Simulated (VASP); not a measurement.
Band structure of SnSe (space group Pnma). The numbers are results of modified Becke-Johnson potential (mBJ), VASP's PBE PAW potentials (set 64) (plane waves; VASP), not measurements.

mBJ is a potential without an energy functional, so only the levels count. The path is coarsely sampled, so an indirect gap can come out somewhat too large. Without a dispersion term in the relaxation, distances and binding between the weakly bound layers, chains or molecules are unreliable, and so is what depends on them. Unless said otherwise, spin-orbit coupling is left out, though it shifts the bands of the heavy elements here.

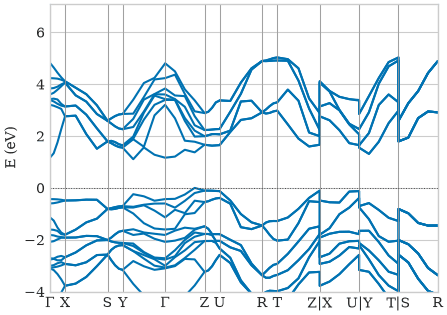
Bands along high-symmetry lines, zero at the valence-band maximum or, without a gap, the Fermi level

**Question.** Read the plot: is there a gap, and where are the band edges?

**Answer.** The gap is indirect, 1.11 eV, from the valence maximum at Γ-Z at 0.75 to the conduction minimum at Y-Γ at 0.25.

The structure comes from a computed database's SnSe entry (Pnma); how it stands against other phases isn't given here. It was relaxed first. The cell's shape comes from a PBE relaxation.
